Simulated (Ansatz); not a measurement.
**Stretching the Cd chain started as a zigzag**

Aim: how do moment and conductance of the Cd chain started as a zigzag follow its length?

Calculated with Ansatz 0.2.0; DFT PBE, plane waves, PAW; relaxation of a chain's period, in the first sound run; inputs show where later runs differ.

### 1. The structure

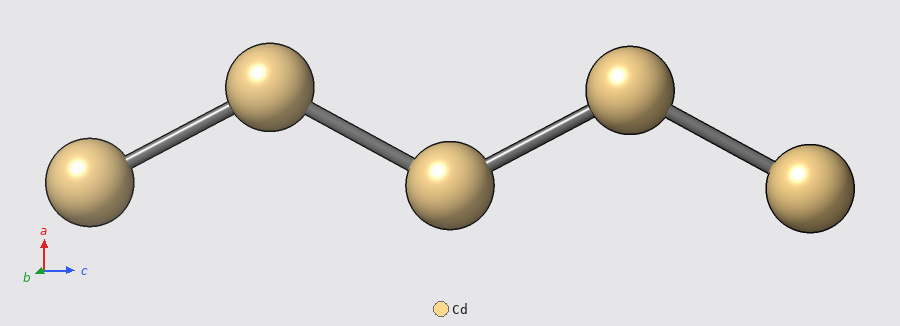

The cell as given, from the side, with the c axis across the page (cadmium orange). 1×1×2 cells are drawn. Some periodic images of atoms are drawn too.

The cell holds 2 atoms: 2 Cd. Cell: a = 9.000 Å, b = 7.500 Å, c = 4.831 Å, α = 90.0°, β = 90.0°, γ = 90.0°. Vacuum lies along a and b. The structure's axis is c.

### 2. The relaxed wire

Band widths follow the bond lengths, so the chain is relaxed first. The atoms and the third cell vector are free; the box across stays fixed as vacuum. Moments are seeded so that a magnetic state can form if it lies lower. A Fermi-Dirac smearing is set since the result may be a metal. The pressure printed is a third of the stress's trace over the whole box, vacuum included; only the stress along the axis is relaxed.

Contents of input.yaml:

```yaml
crystal:
  lattice:
    - [9.0, 0.0, 0.0]
    - [0.0, 7.5, 0.0]
    - [0.0, 0.0, 4.8314892281]
  atoms:
    - { symbol: Cd, position: [0.428640322, 0.5, 0.0], spin: 0.5 }
    - { symbol: Cd, position: [0.571359678, 0.5, 0.5], spin: 0.5 }
magnetization:
  spin_polarized: true
kpoints:
  mp_grid: { grid: [1, 1, 17] }
scf:
  occupations: { method: fermi_dirac, width: 0.05 }
hamiltonian:
  xc: pbe
relax:
  cell: { fix: [a, b, alpha, beta, gamma] }
  max_steps: 60
```

Launch:

```bash
ansatz run input.yaml --threads 4 --pin off --max-ram 8192MiB --backend cpu --events-out ev --progress --plain --runs-dir out
```

Numbers of over 12 decimals in the logs are rounded to 6 here.

The program printed:

```text
Engine: ansatz 0.2.0, aarch64-unknown-linux-gnu
Pseudopotentials: kind: paw
Pseudopotential: Cd, paw, valence charge 20, recommended cutoff 420 eV (normal), Cd.paw.azcp
Functional definition: PBE
  parameter kappa = 0.804
  parameter beta = 0.066725
  exchange = pbe_x(kappa = kappa, mu = beta*pi^2/3)
  correlation = pbe_c(beta = beta)
Crystal: 2 atoms, lattice volume = 326.126 Å³
Basis set: ecut = 420 eV, 6367 PW (Γ), exchange–correlation on 128×108×72 points (8 copies of the dense FFT grid, shifted against one another)
Bands: 25, of which v1, the nominal top of the filled ones, is band 20 counted from 1 (19 counted from 0)
Symmetry: 8 space group operations
Space group: Pmma (ITA 51), of the structure as read, at distance tolerance 6.9e-5 Å
Magnetic group: BNS 51.289 (UNI 387), of the structure as read, at distance tolerance 6.9e-5 Å
k-points: 9 of 17
Non-local potential: Cd, projectors of the file, l = 0: 3, l = 1: 2, l = 2: 2, l = 3: 1
PAW form: soft (Blöchl's): semilocal exchange-correlation on the pseudo side does not see the compensation charge
PAW one-centre angular grid: Cd, 590 points (default); XC on 64 Gauss nodes
Initial density: superposition of atomic densities (neutral atoms: chi_scale 0, normalization atom)
Starting moments: Σ|m| = 1 μB on 2 of 2 sites
Initial wavefunctions: pseudopotential atomic-orbital guess
Functional: x = pbe(κ = 0.804, μ = 0.219515), c = pbe(β = 0.066725)
iter 1 solved again at ethr=2.34e-4 eV; its pass at ethr=3.10e-3 eV (dr2=9.35e-2 eV) is discarded
SCF iter   1: F=—  HF=-16507.287310 eV  |F-HF|=—  |Δ(HF+E_count)|=         —  Δρ=1.36e-2 (↑1.36e-2 ↓1.04e-2)  dr2=1.01e-1  dr2_m=4.22e-1  M=0.000 μB ∫|m|=0.064 μB  β_m=0.30  ethr=2.34e-4  ⟨swp⟩=1.0  Hψ=2679  notcnv=0
preconditioner: auto → Resta (q_TF=auto, 1.923 Å⁻¹)  ε∞=2.0  [insulator: Δε(μ)=0.926 eV  Ē_g=10.045 eV  σ=0.050 eV  W_gap=1.00  n_scr=42 (ndim 8)  ℏωp=10.1 eV  f_vac=0.722  D(μ)=0.00/eV (n_scr^D=0)  ε∞_Penn≈2.0  vacuum switching on, ρ_ref=7.3e-3 e/Å³]
spin=Collinear: Resta preconditioning applied to the charge; magnetization (m = ρ↑ − ρ↓) channel mixes plain (no charge-response kernel on spin).
SCF iter   2: F=—  HF=-16507.312943 eV  |F-HF|=—  |Δ(HF+E_count)|=   2.56e-2  Δρ=9.18e-3 (↑9.18e-3 ↓8.02e-3)  dr2=3.73e-2  dr2_m=2.16e-1  M=0.000 μB ∫|m|=0.045 μB  β_m=0.30  ethr=2.34e-4  ⟨swp⟩=2.0  Hψ=602  notcnv=0
SCF iter   3: F=—  HF=-16507.329094 eV  |F-HF|=—  |Δ(HF+E_count)|=   1.62e-2  Δρ=6.37e-3 (↑5.78e-3 ↓6.37e-3)  dr2=5.20e-3  dr2_m=1.09e-1  M=0.000 μB ∫|m|=0.034 μB  β_m=0.30  ethr=9.32e-5  ⟨swp⟩=2.0  Hψ=753  notcnv=0
SCF iter   4: F=—  HF=-16507.339200 eV  |F-HF|=—  |Δ(HF+E_count)|=   1.01e-2  Δρ=4.39e-3 (↑4.39e-3 ↓4.25e-3)  dr2=1.67e-4  dr2_m=5.57e-2  M=0.000 μB ∫|m|=0.025 μB  β_m=0.30  ethr=1.30e-5  ⟨swp⟩=2.5  Hψ=838  notcnv=0
SCF iter   5: F=—  HF=-16507.344380 eV  |F-HF|=—  |Δ(HF+E_count)|=   5.18e-3  Δρ=3.09e-3 (↑3.08e-3 ↓3.09e-3)  dr2=3.99e-5  dr2_m=2.84e-2  M=0.000 μB ∫|m|=0.018 μB  β_m=0.30  ethr=4.19e-7  ⟨swp⟩=2.0  Hψ=666  notcnv=0
SCF iter   6: F=—  HF=-16507.346968 eV  |F-HF|=—  |Δ(HF+E_count)|=   2.59e-3  Δρ=2.20e-3 (↑2.20e-3 ↓2.20e-3)  dr2=6.02e-6  dr2_m=1.45e-2  M=0.000 μB ∫|m|=0.013 μB  β_m=0.30  ethr=9.98e-8  ⟨swp⟩=2.1  Hψ=713  notcnv=0
SCF iter   7: F=—  HF=-16507.348281 eV  |F-HF|=—  |Δ(HF+E_count)|=   1.31e-3  Δρ=1.58e-3 (↑1.57e-3 ↓1.58e-3)  dr2=1.65e-7  dr2_m=7.42e-3  M=0.000 μB ∫|m|=0.010 μB  β_m=0.30  ethr=1.51e-8  ⟨swp⟩=2.1  Hψ=828  notcnv=0
Mixer restart at iter 7: flushing history
spin-set hold released at iteration 7 (site moments contracting): the magnetisation degrees of freedom join the quasi-Newton model from the next iteration; the mixer history was flushed
SCF iter   8: F=—  HF=-16507.348944 eV  |F-HF|=—  |Δ(HF+E_count)|=   6.63e-4  Δρ=1.13e-3 (↑1.13e-3 ↓1.13e-3)  dr2=6.20e-8  dr2_m=3.80e-3  M=0.000 μB ∫|m|=0.007 μB  β_m=0.65  ethr=4.11e-10  ⟨swp⟩=3.0  Hψ=1026  notcnv=0
SCF iter   9: F=—  HF=-16507.349629 eV  |F-HF|=—  |Δ(HF+E_count)|=   6.85e-4  Δρ=1.26e-5 (↑1.10e-5 ↓1.26e-5)  dr2=1.40e-8  dr2_m=4.15e-7  M=-0.000 μB ∫|m|=0.000 μB  β_m=0.82  ethr=1.55e-10  ⟨swp⟩=4.0  Hψ=1310  notcnv=0
SCF iter  10: F=—  HF=-16507.349630 eV  |F-HF|=—  |Δ(HF+E_count)|=   7.08e-7  Δρ=4.15e-6 (↑4.15e-6 ↓2.58e-6)  dr2=8.93e-9  dr2_m=3.28e-8  M=-0.000 μB ∫|m|=0.000 μB  β_m=0.91  ethr=3.51e-11  ⟨swp⟩=4.0  Hψ=1354  notcnv=0
SCF iter  11: F=—  HF=-16507.349630 eV  |F-HF|=—  |Δ(HF+E_count)|=   4.54e-8  Δρ=1.67e-6 (↑1.44e-6 ↓1.67e-6)  dr2=2.24e-8  dr2_m=6.53e-11  M=-0.000 μB ∫|m|=0.000 μB  β_m=0.70  ethr=2.23e-11  ⟨swp⟩=3.5  Hψ=1266  notcnv=0
SCF iter  12: F=-16507.349630 eV  HF=-16507.349630 eV  |F-HF|=4.73e-11  |Δ(HF+E_count)|=   8.45e-9  Δρ=6.29e-8 (↑6.29e-8 ↓6.00e-8)  dr2=2.66e-12  dr2_m=1.10e-11  M=0.000 μB ∫|m|=0.000 μB  ethr=2.23e-11  ⟨swp⟩=3.0  Hψ=1242  notcnv=0
WARN: the starting moments were not kept: the SCF closed with an absolute magnetisation of 3.3e-6 μB, where they sum to 1 μB in size (2 sites). That is at most 0.1 of that sum. Measured as dr2_m measures the in/out step, that magnetisation stands 6.7e-13 eV from none, at or under the dr2_threshold of 1.0e-7 eV: it is no larger than a step whose dr2_m would equal this threshold. The system may hold no moment; this SCF [...]
SCF 1 converged in 12 iterations: F = -16507.349630 eV  dr2 = 2.66e-12
  greatest PAW one-centre occupation: 1.000 electrons in one spin orbital (limit 2), on the Cd atom at site 1 (counted from 0), in its partial waves of l = 0
relax step   1: F+E_penalty+E_count = -16507.34962981 eV  Δ(F+E_penalty+E_count) = +0.000e0 eV  max|allowed force component| = 6.474e-1 eV/Å  Δτ_max = 0.0000 Å  P = +0.697 GPa  Ω = 326.126 Å³  fix = [a, b, alpha, beta, gamma]  reactions: a +0.503, b -0.149 GPa  (12 SCF iters, dr2 threshold 1.00e-7 eV, accepted)
Crystal: 2 atoms, lattice volume = 334.626 Å³
Basis set: ecut = 420 eV, 6539 PW (Γ), exchange–correlation on 128×108×72 points (8 copies of the dense FFT grid, shifted against one another)
Initial density: handed on by an earlier stage of this run
Starting moments: Σ|m| = 1 μB on 2 of 2 sites; this step starts from the density that it was given
Initial wavefunctions: those handed on with the density
iter 1 solved again at ethr=1.63e-5 eV; its pass at ethr=3.10e-3 eV (dr2=6.51e-3 eV) is discarded
SCF iter   1: F=—  HF=-16507.507606 eV  |F-HF|=—  |Δ(HF+E_count)|=         —  Δρ=2.79e-3 (↑2.79e-3 ↓2.64e-3)  dr2=7.05e-3  dr2_m=2.11e-2  M=0.000 μB ∫|m|=0.030 μB  β_m=0.30  ethr=1.63e-5  ⟨swp⟩=2.5  Hψ=2714  notcnv=0
[...]
relax step   8: F+E_penalty+E_count = -16507.60791318 eV  Δ(F+E_penalty+E_count) = -4.907e-4 eV  max|allowed force component| = 8.319e-4 eV/Å  Δτ_max = 0.0374 Å  P = -0.029 GPa  Ω = 368.450 Å³  energy of the carried Pulay correction = -2.005e-3 eV  fix = [a, b, alpha, beta, gamma]  reactions: a +0.054, b -0.153 GPa  (8 SCF iters, accepted)
relax step   9: F+E_penalty+E_count = -16507.60786591 eV  Δ(F+E_penalty+E_count) = +4.727e-5 eV  max|allowed force component| = 3.552e-4 eV/Å  Δτ_max = 0.0254 Å  P = -0.038 GPa  Ω = 371.546 Å³  energy of the carried Pulay correction = -2.138e-3 eV  fix = [a, b, alpha, beta, gamma]  reactions: a +0.047, b -0.153 GPa  (8 SCF iters, accepted)
relax step  10: F+E_penalty+E_count = -16507.61329414 eV  Δ(F+E_penalty+E_count) = -5.428e-3 eV  max|allowed force component| = 6.019e-4 eV/Å  Δτ_max = 0.0000 Å  P = -0.008 GPa  Ω = 371.546 Å³  fix = [a, b, alpha, beta, gamma]  reactions: a +0.051, b -0.149 GPa  stress off target by 7.22e-2 GPa on what of the cell is left free  SCF on the basis re-selected at this cell (its energy is not comparable with the rows above)  (6 SCF iters)
relax step  11: F+E_penalty+E_count = -16507.61833980 eV  Δ(F+E_penalty+E_count) = -5.046e-3 eV  max|allowed force component| = 2.580e-3 eV/Å  Δτ_max = 0.0906 Å  P = -0.011 GPa  Ω = 382.831 Å³  energy of the carried Pulay correction = -4.906e-4 eV  fix = [a, b, alpha, beta, gamma]  reactions: a +0.033, b -0.143 GPa  (8 SCF iters, dr2 threshold 1.30e-8 eV, accepted)
relax step  12: F+E_penalty+E_count = -16507.62540296 eV  Δ(F+E_penalty+E_count) = -7.063e-3 eV  max|allowed force component| = 1.007e-2 eV/Å  Δτ_max = 0.1180 Å  P = -0.027 GPa  Ω = 398.717 Å³  energy of the carried Pulay correction = -1.141e-3 eV  fix = [a, b, alpha, beta, gamma]  reactions: a +0.011, b -0.137 GPa  (8 SCF iters, dr2 threshold 1.43e-8 eV, accepted)
relax step  13: F+E_penalty+E_count = -16507.62939997 eV  Δ(F+E_penalty+E_count) = -3.997e-3 eV  max|allowed force component| = 9.845e-3 eV/Å  Δτ_max = 0.1418 Å  P = -0.053 GPa  Ω = 414.623 Å³  energy of the carried Pulay correction = -1.750e-3 eV  fix = [a, b, alpha, beta, gamma]  reactions: a -0.005, b -0.134 GPa  (9 SCF iters, dr2 threshold 6.34e-9 eV, accepted)
relax step  14: F+E_penalty+E_count = -16507.62970245 eV  Δ(F+E_penalty+E_count) = -3.025e-4 eV  max|allowed force component| = 6.105e-3 eV/Å  Δτ_max = 0.0423 Å  P = -0.055 GPa  Ω = 416.771 Å³  energy of the carried Pulay correction = -1.829e-3 eV  fix = [a, b, alpha, beta, gamma]  reactions: a -0.007, b -0.133 GPa  (8 SCF iters, accepted)
Basis set: ecut = 420 eV, 8147 PW (Γ), exchange–correlation on 128×108×90 points (8 copies of the dense FFT grid, shifted against one another)
iter 1 solved again at ethr=1.15e-6 eV; its pass at ethr=3.10e-3 eV (dr2=4.59e-4 eV) is discarded
SCF iter   1: F=—  HF=-16507.632824 eV  |F-HF|=—  |Δ(HF+E_count)|=         —  Δρ=3.71e-5 (↑3.71e-5 ↓3.71e-5)  dr2=2.70e-6  dr2_m=5.23e-12  M=-0.000 μB ∫|m|=0.000 μB  β_m=0.30  ethr=1.15e-6  ⟨swp⟩=3.1  Hψ=3136  notcnv=0
preconditioner: auto → Resta (q_TF=auto, 1.846 Å⁻¹)  ε∞=1.8  [insulator: Δε(μ)=1.316 eV  Ē_g=9.786 eV  σ=0.050 eV  W_gap=1.00  n_scr=42 (ndim 8)  ℏωp=8.9 eV  f_vac=0.744  D(μ)=0.00/eV (n_scr^D=0)  ε∞_Penn≈1.8  vacuum switching on, ρ_ref=6.9e-3 e/Å³]
spin=Collinear: Resta preconditioning applied to the charge; magnetization (m = ρ↑ − ρ↓) channel mixes plain (no charge-response kernel on spin).
SCF iter   2: F=—  HF=-16507.632805 eV  |F-HF|=—  |Δ(HF+E_count)|=   1.88e-5  Δρ=2.62e-5 (↑2.62e-5 ↓2.62e-5)  dr2=1.29e-6  dr2_m=3.47e-12  M=-0.000 μB ∫|m|=0.000 μB  β_m=0.63  ethr=6.75e-9  ⟨swp⟩=2.1  Hψ=676  notcnv=0
SCF iter   3: F=—  HF=-16507.632820 eV  |F-HF|=—  |Δ(HF+E_count)|=   1.51e-5  Δρ=2.43e-6 (↑2.43e-6 ↓2.42e-6)  dr2=4.53e-8  dr2_m=3.97e-13  M=-0.000 μB ∫|m|=0.000 μB  β_m=0.56  ethr=3.22e-9  ⟨swp⟩=2.0  Hψ=666  notcnv=0
SCF iter   4: F=—  HF=-16507.632820 eV  |F-HF|=—  |Δ(HF+E_count)|=   3.99e-8  Δρ=4.16e-7 (↑4.15e-7 ↓4.16e-7)  dr2=9.39e-10  dr2_m=1.90e-13  M=-0.000 μB ∫|m|=0.000 μB  β_m=0.78  ethr=1.13e-10  ⟨swp⟩=2.0  Hψ=692  notcnv=0
SCF iter   5: F=-16507.632820 eV  HF=-16507.632820 eV  |F-HF|=4.73e-10  |Δ(HF+E_count)|=   3.66e-7  Δρ=4.71e-8 (↑4.71e-8 ↓4.66e-8)  dr2=1.72e-11  dr2_m=3.15e-14  M=-0.000 μB ∫|m|=0.000 μB  ethr=1.00e-12  ⟨swp⟩=4.1  Hψ=2093  notcnv=0
the starting moments were not kept: the SCF closed with an absolute magnetisation of 4.5e-7 μB, where they sum to 1 μB in size (2 sites). That is at most 0.1 of that sum. Measured as dr2_m measures the in/out step, that magnetisation stands 9.4e-15 eV from none, at or under the dr2_threshold of 2.0e-11 eV: it is no larger than a step whose dr2_m would equal this threshold.
SCF 15 converged in 5 iterations: F = -16507.632820 eV  dr2 = 1.72e-11
relax step  15: F+E_penalty+E_count = -16507.63282039 eV  Δ(F+E_penalty+E_count) = -3.118e-3 eV  max|allowed force component| = 6.273e-3 eV/Å  Δτ_max = 0.0000 Å  P = -0.042 GPa  Ω = 416.771 Å³  fix = [a, b, alpha, beta, gamma]  reactions: a -0.006, b -0.132 GPa  stress off target by 1.14e-2 GPa on what of the cell is left free  SCF on the basis re-selected at this cell (its energy is not comparable with the rows above)  (5 SCF iters)
basis re-selected at this cell: Δ(F+E_penalty+E_count) = -3.118e-3 eV, ΔP = +0.013 GPa vs the last step (what re-selecting the basis moved, of the pressure what is left beyond the Pulay correction that the steps carried, after the strain that the cell walked since its last selection, with what the two solves' SCF thresholds leave and, on support functions, any second-order correction that the steps lacked; it is no measure of the basis error at this ecutwfc). The dense FFT grid was sized anew with the basis: this SCF ran on 64×54×45 points, the steps before it on 64×54×40, so part of this shift can come from that change (see relax.cell in the input reference). [rest of the remark cut]
SCF converged after 5 iterations
Magnetization: -0.0000 μB (20.0000 up, 20.0000 down)
Absolute magnetization: 0.0000 μB (∫|ρ↑−ρ↓|, with the PAW one-centre terms)
Spin contamination: 0.0000 ħ² per cell (⟨S²⟩ above its minimum at these occupations)
Per-site moments (μB) at R_I (Å): [(2.6372883640614095e-9, 1.323632), (2.6372881579517897e-9, 1.323632)]
Free energy (F): -16507.632820 eV
Harris-Foulkes:  -16507.632820 eV  (|F-HF|=4.73e-10)
Internal energy: -16507.632820 eV  (E = F + TS)
E sigma→0 (E₀):  -16507.632820 eV
Entropy (-TS):   -0.000001 eV (-0.000 meV/atom)
Fermi energy:    -1.232775 eV
--- Per-component energies (eV) ---
  E_band       = -1411.825160
  E_kinetic    = 1010.405958
  E_local      = -13656.377700  (includes V_loc(G=0)·N_el)
  E_nonlocal   = 63.459946
  E_hartree    = 6345.540583
  E_xc         = -351.155774
  E_vxc        = -439.666573  (∫ρ·V_xc dr)
  E_paw        = -8165.898814  (= ΣΔE_a)
  E_vpaw       = -1080.728135  (= ΣTr[D̂ρ^β])
  E_aug_tail   = 0.000027  (compensation charges beyond the density's cutoff)
  E_ewald      = -1753.607047
  E_smearing   = -0.000001  (= −TS)
  E_closure    = -0.000000  (closes the sum)
  Σ components = -16507.632820   (vs F -16507.632820, Δ=0.00e0)
--- Forces (eV/Å), atoms counted from 1 ---
  atom   1  Cd     0.00627278     0.00000000     0.00000000
  atom   2  Cd    -0.00627278    -0.00000000    -0.00000000
  max |Σ_I F_I| component: 7.83e-28 eV/Å
--- Stress (GPa, compression-positive) ---
       -0.005788      -0.000000       0.000000
       -0.000000      -0.131719      -0.000000
        0.000000      -0.000000       0.011376
  P = ⅓ Tr σ = -0.0420 GPa (-0.420 kbar)
--- Relaxed structure (13 steps of the walk, 12 accepted, 2 SCFs on fresh bases) ---
  F+E_penalty+E_count = -16507.63282039 eV   max|allowed force component| = 6.273e-3 eV/Å   (the final SCF, on the basis selected at the relaxed cell)
  cell:  # Å, volume = 416.7711 Å³
    - [9.0, 0, 0]
    - [0, 7.5, 0]
    - [0, 0, 6.174386]
  atoms:
    - { symbol: Cd, position: [0.451387, 0.500000, 0] }
    - { symbol: Cd, position: [0.548613, 0.500000, 0.500000] }
```

Run time: 37 s. Hardware: 4 threads of Arm Neoverse V2, shared host; peak memory 0.71 GiB.

Step by step:

| step | energy less that of the first step (eV) | largest force component (eV/Å) | pressure (GPa) | volume (Å³) |
| --- | --- | --- | --- | --- |
| 1 | 0.0000 | 0.6474 | 0.70 | 326.13 |
| 2 | -0.1665 | 0.3134 | 0.31 | 334.63 |
| 3 | -0.2324 | 0.1286 | 0.12 | 340.74 |
| 4 | -0.2507 | 0.0430 | -0.05 | 354.68 |
| 5 | -0.2564 | 0.0066 | 0.00 | 357.85 |
| 6 | -0.2578 | 0.0028 | -0.02 | 364.08 |
| 7 | -0.2564 | 0.0072 | -0.07 | 378.02 |
| 8 | -0.2583 | 0.0008 | -0.03 | 368.45 |
| 9 | -0.2582 | 0.0004 | -0.04 | 371.55 |
| 10* | -0.2637 | 0.0006 | -0.01 | 371.55 |
| 11 | -0.2687 | 0.0026 | -0.01 | 382.83 |
| 12 | -0.2758 | 0.0101 | -0.03 | 398.72 |
| 13 | -0.2798 | 0.0098 | -0.05 | 414.62 |
| 14 | -0.2801 | 0.0061 | -0.05 | 416.77 |
| 15* | -0.2832 | 0.0063 | -0.04 | 416.77 |

Relaxation steps marked * repeat the geometry before them on a plane-wave basis chosen anew for their cell, so energy and pressure can jump there. Relaxation step 7 was tried and not accepted.

Forces are held to the 8 operations that the run works with; a distortion that breaks them can't arise in this run.

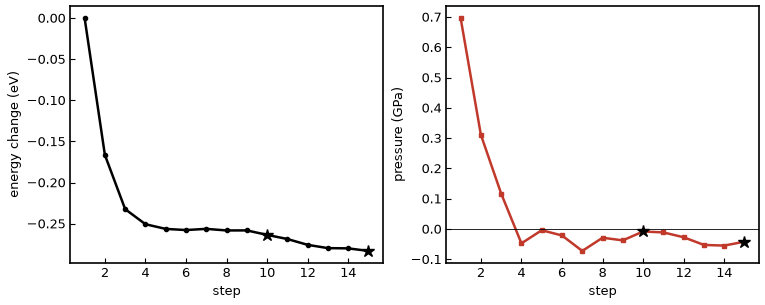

Energy and pressure along the relaxation. Stars mark steps on a basis chosen anew.

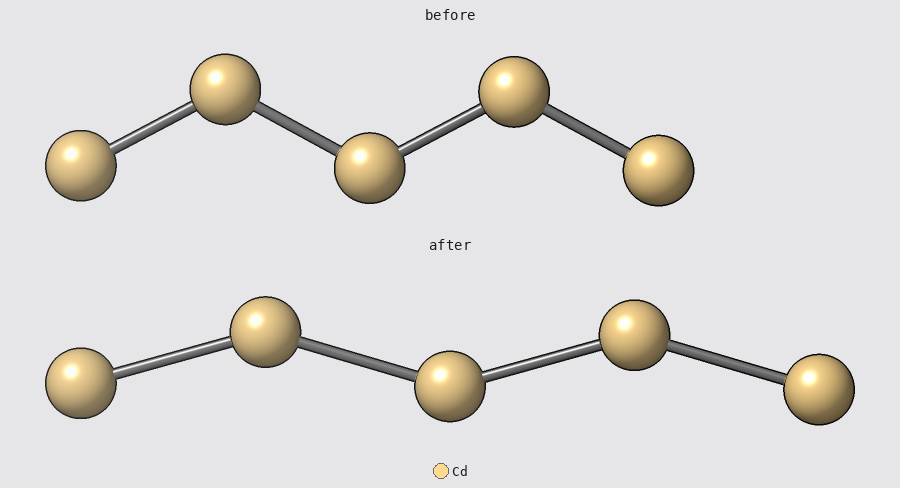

Before and after, at one scale.

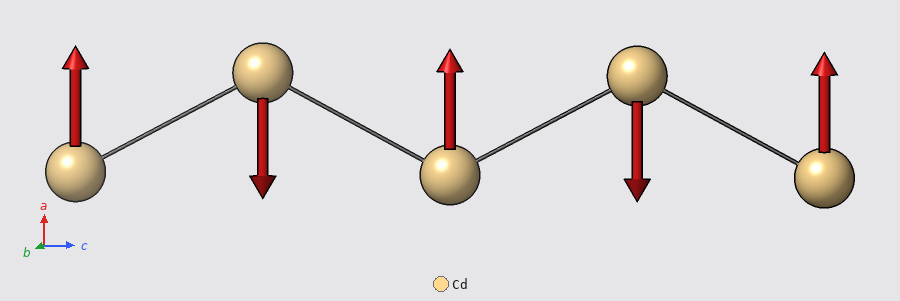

Displacements in the relaxation, exaggerated, measured against the changing cell; the longest in the cell stands for 0.20 Å. 1×1×2 cells are drawn. Some periodic images of atoms are drawn too.

| cell as run | before | after | change |
| --- | --- | --- | --- |
| c (Å) | 4.831 | 6.174 | +27.8 % |

The atoms that moved most (Å, along periodic axes as changes of fractional coordinates times the final cell, across vacuum about the mean position):

| atom | dx | dy | dz | length |
| --- | --- | --- | --- | --- |
| Cd1 | 0.205 | 0.000 | 0.000 | 0.205 |
| Cd2 | -0.205 | 0.000 | 0.000 | 0.205 |

Final coordinates:

```cif
data_structure
_symmetry_space_group_name_H-M 'P 1'
_symmetry_Int_Tables_number 1
_cell_length_a 9.0000
_cell_length_b 7.5000
_cell_length_c 6.1744
_cell_angle_alpha 90.000
_cell_angle_beta 90.000
_cell_angle_gamma 90.000
_cell_volume 416.77
loop_
_atom_site_label
_atom_site_type_symbol
_atom_site_fract_x
_atom_site_fract_y
_atom_site_fract_z
_atom_site_occupancy
Cd1 Cd 0.45139 0.50000 0.00000 1
Cd2 Cd 0.54861 0.50000 0.50000 1
```

This step gave:

```yaml
cell_length_along_the_wire: 6.174 Å
```

The cell's length comes to 6.174 Å with no moment. That is +28 % against the start, more than a small adjustment.

(Part 1 of 4 ends here.)

[Logs are printed without paths, hosts, clocks, repeated set-up lines and the standing remarks that a program may print on its own settings, such as how far it seeks lower states.]

[Hosts, paths, dates, database ids (printed as entryN), source tags and the programs' standing remarks are cut or masked in the printed files.]
